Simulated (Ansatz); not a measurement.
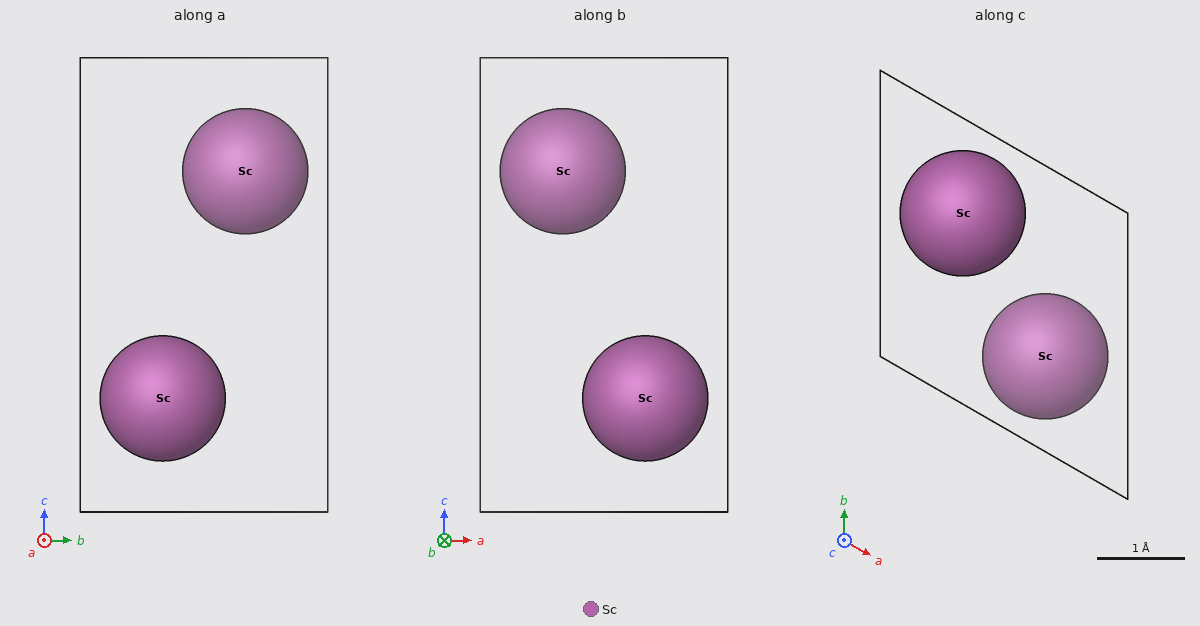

An orthographic spheres-only view of the structure, along the a axis, along the b axis and along the c axis. The box is the conventional unit cell; atoms on or close to its faces, edges and corners are drawn wherever they repeat.

Lattice parameters: a = 3.301 Å, b = 3.301 Å, c = 5.244 Å, α = 90.00°, β = 90.00°, γ = 120.00°. Put a along x and b in the xy plane.

Question: Transcribe the picture into a POSCAR file.

Answer:
```
Sc
1.0
     3.301    0.000    0.000
    -1.651    2.859    0.000
     0.000    0.000    5.244
Sc
2
Direct
  0.3333 0.6667 0.7500
  0.6667 0.3333 0.2500
```

Note that this is a generated cell, made by putting these elements into a known structure type (the compound may or may not exist in this form), and that it hasn't been relaxed. A calculation with Ansatz used it as input.
